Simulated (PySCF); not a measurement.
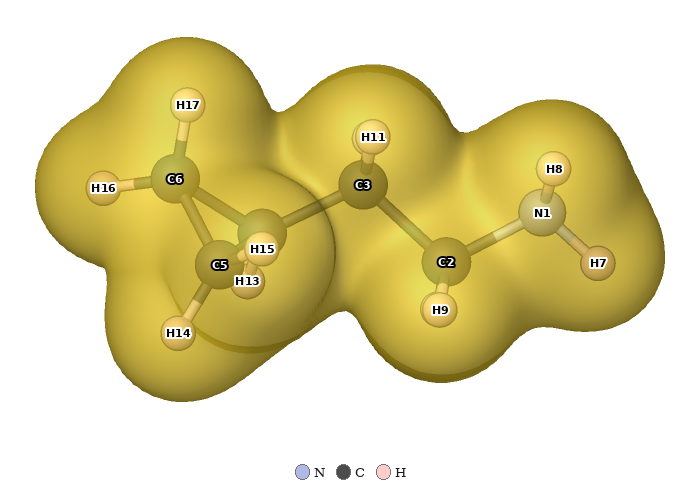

The picture shows: C$_{5}$H$_{11}$N (SMILES NCCC1CC1). Isosurface of the electron density at 0.05 e/Å³ (yellow), seen at a tilt.

Geometry: GFN2-xTB.

The calculation used PBE0/pcSseg-1, SCF density, gas phase, non-relativistic in PySCF 2.14.0.

```xyz
17

N     2.7895   -0.0049    0.0282
C     1.4726   -0.5460    0.3259
C     0.4072    0.2072   -0.4714
C    -0.9692   -0.3625   -0.2298
C    -1.7647    0.0888    0.9580
C    -2.1848    0.4918   -0.4235
H     3.5040   -0.5069    0.5440
H     2.8355    0.9702    0.3068
H     1.2135   -0.5032    1.3981
H     1.4736   -1.5980    0.0256
H     0.4235    1.2611   -0.1847
H     0.6614    0.1465   -1.5315
H    -1.0578   -1.4064   -0.5067
H    -2.3629   -0.6356    1.4896
H    -1.3369    0.8475    1.5961
H    -3.0715    0.0423   -0.8439
H    -2.0401    1.5203   -0.7175
```

Which contacts does the surface bridge?

At this value the surface is in one piece. It bridges the sampled C–N (1.45 Å), C–C (1.50 Å), N–H (1.01 Å) and C–H (1.08 Å) contacts, where the density stays above the isovalue. On the grid the lowest density along these lines, outside the cores, is 1.8 e/Å³ (C–N, 1.45 Å), 1.6 e/Å³ (C–C, 1.50 Å), 2.3 e/Å³ (N–H, 1.01 Å) and 1.9 e/Å³ (C–H, 1.08 Å).
